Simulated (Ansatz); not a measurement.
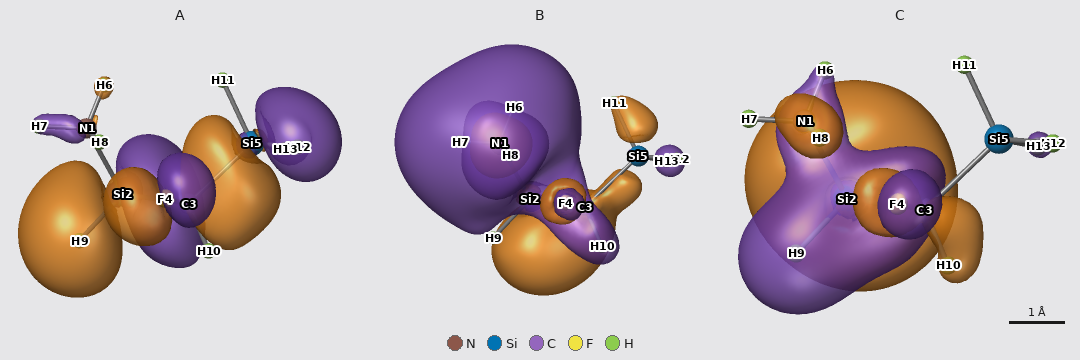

The picture shows: CH8FNSi2. Three frontier orbitals at ±0.06 Å⁻³ᐟ² (orange and purple are the two phases), in no order.

Computed with Ansatz 0.2.0, RKS PBE-D4/def2-SVP.

Input

```
crystal:
  periodic: [false, false, false]
  atoms:
    - { symbol: "N", position_ang: [-1.112, 1.7485, 0.027] }
    - { symbol: Si, position_ang: [-0.3798, 0.6042, 0.9466] }
    - { symbol: C, position_ang: [1.0772, -0.178, 0.1945] }
    - { symbol: F, position_ang: [1.9558, 0.7631, -0.4281] }
    - { symbol: Si, position_ang: [0.5441, -1.4474, -1.0174] }
    - { symbol: H, position_ang: [-1.6117, 1.3958, -0.7982] }
    - { symbol: H, position_ang: [-1.8738, 2.2265, 0.5677] }
    - { symbol: H, position_ang: [-0.09764, 1.97702, 0.00588] }
    - { symbol: H, position_ang: [-0.0215, 1.3126, 2.2511] }
    - { symbol: H, position_ang: [1.737, -0.6377, 1.0033] }
    - { symbol: H, position_ang: [-0.3619, -0.8829, -2.0312] }
    - { symbol: H, position_ang: [1.7131, -2.083, -1.6626] }
    - { symbol: H, position_ang: [-0.251, -2.5077, -0.3343] }
basis:
  gaussian: { orbitals: def2-SVP }
hamiltonian:
  xc: pbe
  dispersion: d4
relax:
  f_tol: 0.02
  max_steps: 50
output:
  orbitals: {}
```

Run with:

```sh
ansatz run input.yaml --threads 2 --pin off --max-ram 3072MiB --backend cpu --events-out ev --progress --plain --runs-dir out
```

The fields are those of the run's last geometry, not of the input's.

Question: Which picture is the HOMO−1, the HOMO and the LUMO?

Answer: A is the HOMO−1 (−6.18 eV). It lies mainly on C3 (about 25 %), Si2 (about 20 %), F4 (about 15 %), H9 (about 15 %) and Si5 (about 15 %). C is the HOMO (−4.47 eV). It lies mainly on Si2 (about 70 %), C3 (about 10 %) and H9 (about 10 %). B is the LUMO (−0.95 eV). Its weight (Hirshfeld) is mainly on Si2 (about 40 %), N1 (about 15 %), H7 (about 10 %) and H6 (about 10 %).

Question: What is the HOMO–LUMO gap?

Answer: 3.52 eV between the orbital energies.
